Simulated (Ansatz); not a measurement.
A series of calculations on C2HF2

**1. Relaxation**

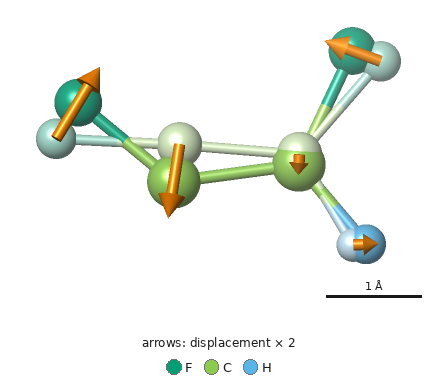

A relaxation of C$_{2}$HF$_{2}$ (multiplicity 2) (coarse preliminary run). The starting structure is drawn faded, the final one solid; orange arrows show the displacements, 2 times their true length. The two geometries are superimposed by the best rigid fit.

Style: ball-and-stick. Shown at a tilt.

All numbers below come from UKS PBE-D4/def2-SVP (Ansatz 0.2.0).

The input:
```yaml
crystal:
  periodic: [false, false, false]
  atoms:
    - {symbol: F, position_ang: [-0.902800, 0.240200, -1.868400]}
    - {symbol: C, position_ang: [-0.337900, 0.077800, -0.706000]}
    - {symbol: C, position_ang: [0.230100, -0.117700, 0.410000]}
    - {symbol: F, position_ang: [-0.043200, 0.512000, 1.551300]}
    - {symbol: H, position_ang: [1.103600, -0.785900, 0.571700]}
basis:
  gaussian: {orbitals: def2-SVP}
magnetization: {spin_polarized: true, initial_magnetization: 1}
hamiltonian: {xc: pbe, dispersion: d4}
relax: {f_tol: 0.03, max_steps: 250}
```

> What happened in the run?

The optimiser took 14 steps. The largest move after the best rigid fit is that of F1, 0.45 Å. By element the largest moves are F 0.45 Å, C 0.40 Å, H 0.13 Å. Some distances before and after: C2–C3 1.267 → 1.335 Å, C3–F4 1.332 → 1.352 Å, C3–H5 1.112 → 1.100 Å, F1–C2 1.303 → 1.308 Å. Bond angles that change, for instance: F1–C2–C3 178.0° → 132.0°, F4–C3–H5 108.7° → 115.1°, C2–C3–H5 125.0° → 121.6°. The run took about 30 core-seconds on a shared host.

**2. Relaxation**

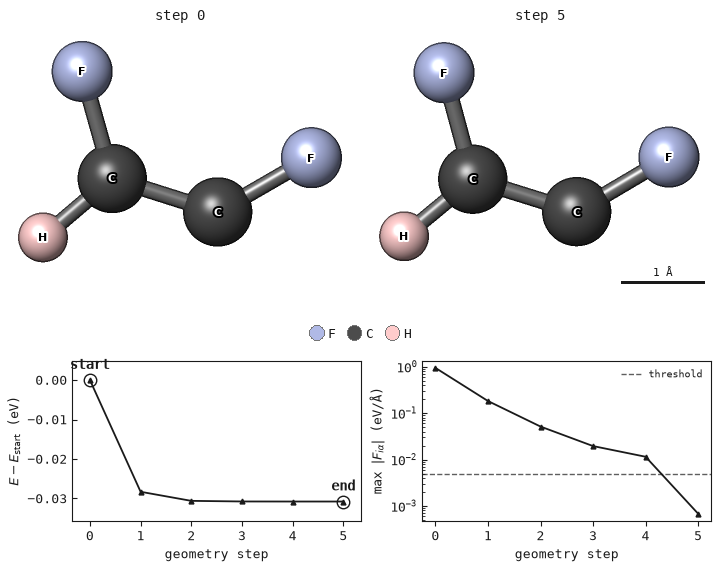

First and last geometry of a relaxation of C2HF2 (multiplicity 2), with the history of the run. Style: ball-and-stick. Shown face on.

Method: UKS PBE0-D4/def2-TZVP (Ansatz). (force threshold 0.005 eV/Å; at most 200 steps)

Q: Did the run converge, and what did it change?

A: It converged. Over 5 geometry steps the energy falls by 0.031 eV. The largest force component goes from 0.94 to 0.00068 eV/Å. The largest move after the best rigid fit is that of an F atom, 0.031 Å. By element the largest moves are F 0.031 Å, H 0.019 Å, C 0.013 Å. Some distances before and after: C–C 1.335 → 1.313 Å, C–H 1.100 → 1.080 Å, C–F 1.308 → 1.295 Å, C–F 1.352 → 1.341 Å.

**3. Distortion**

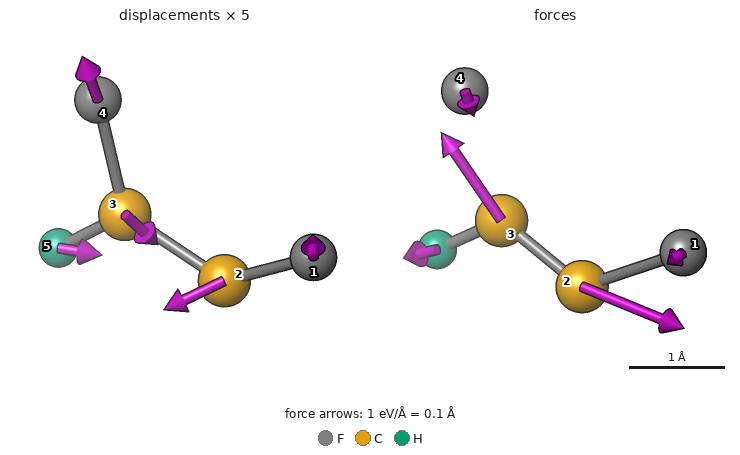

Left: C₂HF₂ (multiplicity 2), with purple arrows for the displacements applied to it. Right: the displaced structure with the computed forces. A ball-and-stick model, seen at a tilt.

The calculation used UKS PBE-D4/def2-TZVPP (Ansatz 0.2.0). 

Describe the distortion and the response.

All atoms are moved at random (σ = 0.09 Å) from the PBE0-D4/def2-TZVP minimum. The energy rises by 147.8 kJ/mol. The largest force is 13 eV/Å, on C2. The forces point partly back along the displacements (cosine −0.64). At other levels of theory the same distortion costs 152.2 kJ/mol (UKS r2SCAN-D4/def2-TZVPP), 163.4 kJ/mol (UKS PBE0-D4/def2-TZVPP), 154.2 kJ/mol (UKS wB97M-V/def2-TZVPP), 163.2 kJ/mol (UHF-CCSD(T), frozen core/def2-TZVPP). Near-neighbour distances before and after: C3–F4 1.341 → 1.564 Å, C2–C3 1.313 → 1.183 Å, C3–H5 1.080 → 0.981 Å, F1–C2 1.295 → 1.381 Å. Bond angles that change, for instance: F1–C2–C3 131.7° → 128.3°.
